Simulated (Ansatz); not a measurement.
```xyz
7
charge 0, multiplicity 1
F     0.3873   -2.2545    0.9891
C     0.8001   -0.9986    0.7573
C     0.0985   -0.1243    0.0939
Si   -0.7554    1.0387   -0.7487
H     1.7807   -0.8281    1.1952
H    -1.6959    1.9575   -0.0793
H    -0.6152    1.2092   -2.2074
```

Describe the molecule in this file.

It has 7 atoms: 2 carbon, 3 hydrogen, 1 fluorine and 1 silicon (C2H3FSi). As SMILES it reads `FC=C=[SiH2]`. It has no ring. Among its groups: C–F bond, Si–H bond. This geometry has Cs symmetry. Coordination: 1 C trigonal planar; 1 C linear; 1 Si trigonal planar.

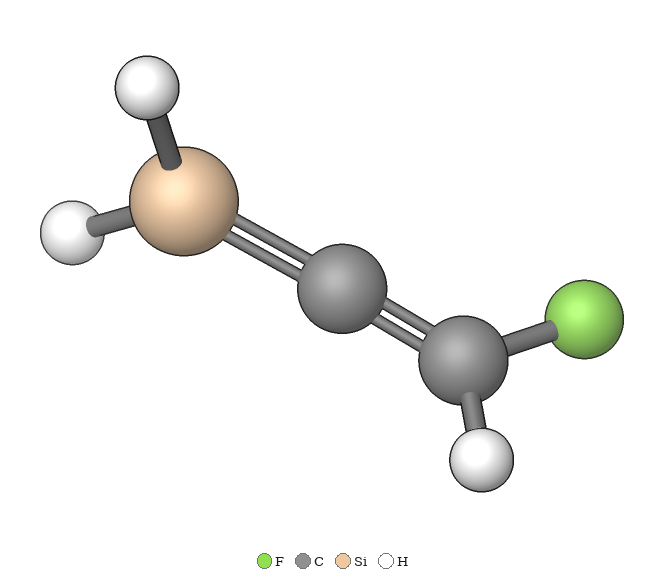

Simulated data, not a measurement (program: Ansatz).
